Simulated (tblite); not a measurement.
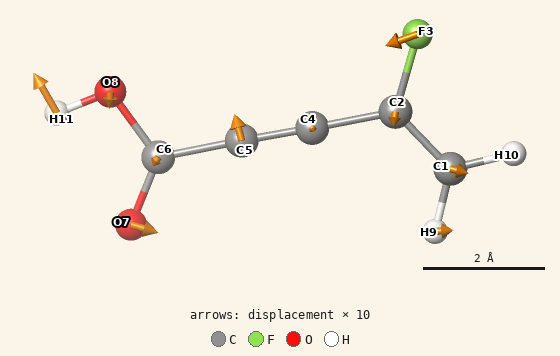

A relaxation of C5H3FO2. The starting structure is drawn; orange arrows show the displacements, magnified 10 times. The two geometries are superimposed by the best rigid fit.

The picture is a ball-and-stick view, seen face on.

All numbers below come from GFN2-xTB geometry optimisation, gas phase (tblite 0.8.0). 

What happened in the run?

Answer. After 31 geometry steps the energy has fallen by 0.080 eV. H11 moves most after the best rigid fit: 0.077 Å. By element the largest moves are H 0.077 Å, F 0.058 Å, O 0.048 Å, C 0.047 Å. Some distances before and after: C6–O7 1.224 → 1.203 Å, C1–H10 1.095 → 1.075 Å, C6–O8 1.352 → 1.336 Å, C1–C2 1.317 → 1.328 Å. Among the angles between lasting bonds that change: C6–O8–H11 104.0° → 110.2°, C4–C5–C6 178.6° → 173.9°, F3–C2–C4 117.6° → 114.7°.
